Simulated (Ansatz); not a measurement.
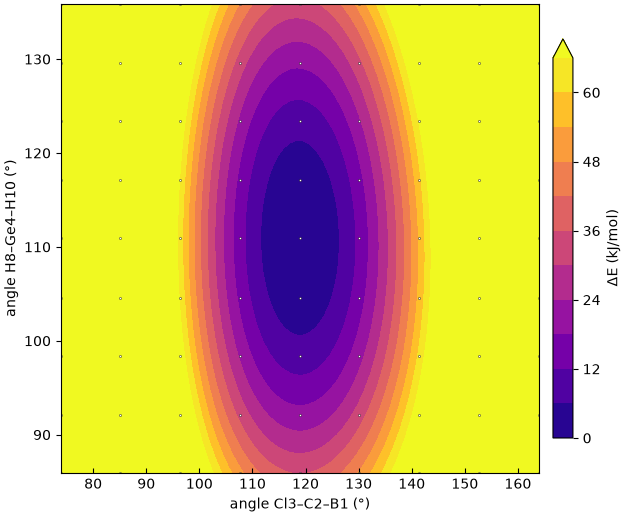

CH₆BClGe, SMILES B[CH](Cl)[GeH3]. The first coordinate is: angle Cl3–C2–B1; the second: angle H8–Ge4–H10. Nothing is relaxed (all other coordinates rigid). The grid has 9 × 9 points. Energies: kJ/mol, counted from the lowest grid point. Level of theory: Ansatz 0.2.0, RKS PBE-D4/def2-SVP.

The picture shows filled contours, dots at the grid points, one colour for all values above the top of the scale. Between grid points the surface is interpolated.

Q: Where is the minimum, and how stiff is the well along each coordinate?

A: The interpolated minimum is at angle Cl3–C2–B1 ≈ 118.9°, angle H8–Ge4–H10 ≈ 110.9°. The curvatures there are about 7.3 eV/rad² and 3.8 eV/rad², with a cross term of about 0 eV/rad². Round the minimum the two coordinates are nearly uncoupled. (1 eV is 96.5 kJ/mol.)
